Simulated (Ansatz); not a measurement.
## Electronic structure of H₂Si···H···H in real space

Input

```
crystal:
  periodic: [false, false, false]
  atoms:
    - { symbol: Si, position_ang: [-0.093074, -5.0e-06, -1.01745] }
    - { symbol: H, position_ang: [1.145568, -7.9e-05, 1.332254] }
    - { symbol: H, position_ang: [1.73308, 6.2e-05, 0.910192] }
    - { symbol: H, position_ang: [-0.789438, 1.110336, -0.18557] }
    - { symbol: H, position_ang: [-0.789437, -1.110313, -0.185526] }
basis:
  gaussian: { orbitals: def2-SVP }
hamiltonian:
  xc: revpbe
  dispersion: d4
relax:
  f_tol: 0.03
  max_steps: 50
output:
  orbitals: {}
```

Run with:

```sh
ansatz run input.yaml --threads 1 --pin off --max-ram 2048MiB --backend cpu --events-out ev --progress --plain --runs-dir out
```

The fields are those of the run's last geometry, not of the input's.

Level of theory: RKS revPBE-D4/def2-SVP in Ansatz 0.2.0.

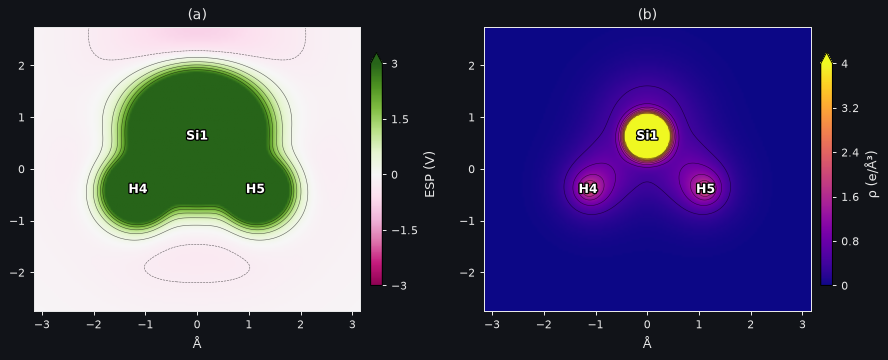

Figure 1. (a) electrostatic potential; (b) electron density on the plane of atoms H4, Si1 and H5.

What does the map show?

Answer. The plane passes through Si and H nuclei.
Si–H (1.54 Å): ρ at the midpoint is about 0.7 e/Å³.
Outside the dense part of the complex the potential is most negative (−0.8 V) near Si1.

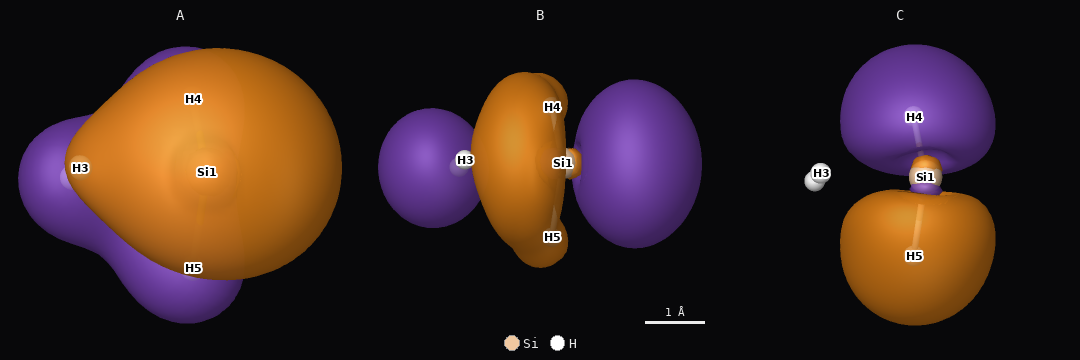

Figure 2. Three frontier orbitals at ±0.1 Å⁻³ᐟ² (orange and purple are the two phases), in no order.

Order the three orbitals by energy and name them.

Answer. C is the HOMO−1 (−7.86 eV). By Hirshfeld shares it lies mainly on Si1 (about 45 %), H4 (about 25 %) and H5 (about 25 %). A is the HOMO (−5.81 eV). By Hirshfeld shares it lies mainly on Si1 (about 75 %), H4 (about 10 %), H5 (about 10 %) and H2 (about 5 %). B is the LUMO (−1.82 eV). By Hirshfeld shares it lies mainly on Si1 (about 70 %), H2 (about 15 %) and H3 (about 10 %).

What is the HOMO–LUMO gap?

Answer. 3.99 eV between the orbital energies.
